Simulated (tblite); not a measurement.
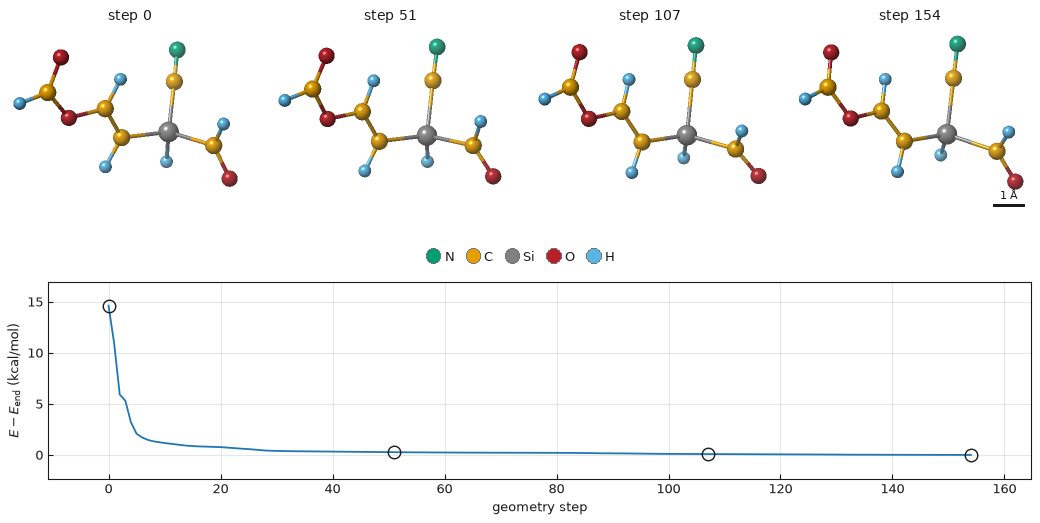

Frames of a relaxation of C5H5NO3Si, marked on the history of the run. Style: ball-and-stick. Shown at a tilt.

Level of theory: GFN2-xTB geometry optimisation, gas phase (tblite 0.8.0). 

> Describe the path.

After 154 geometry steps the energy has fallen by 14.6 kcal/mol. The largest moves after the best rigid fit, 0.81 Å, are those of O and H atoms. By element the largest moves are H 0.81 Å, O 0.81 Å, N 0.70 Å, C 0.40 Å, Si 0.10 Å. Some distances before and after: C–Si 1.861 → 1.932 Å, C–Si 1.807 → 1.876 Å, C–O 1.251 → 1.191 Å, C–H 1.061 → 1.112 Å. Among the angles between lasting bonds that change: O–C–H 118.2° → 108.1°, O–C–H 123.2° → 114.9°, C–Si–H 106.5° → 114.3°. Groups turn about C–Si by about 35°. From step 0 to 51: the N atom moves most (0.33 Å), energy −14.4 kcal/mol. From step 51 to 107: O and H atoms move most (0.43 Å), energy −0.18 kcal/mol. From step 107 to 154: an O atom moves most (0.40 Å), energy −0.09 kcal/mol.
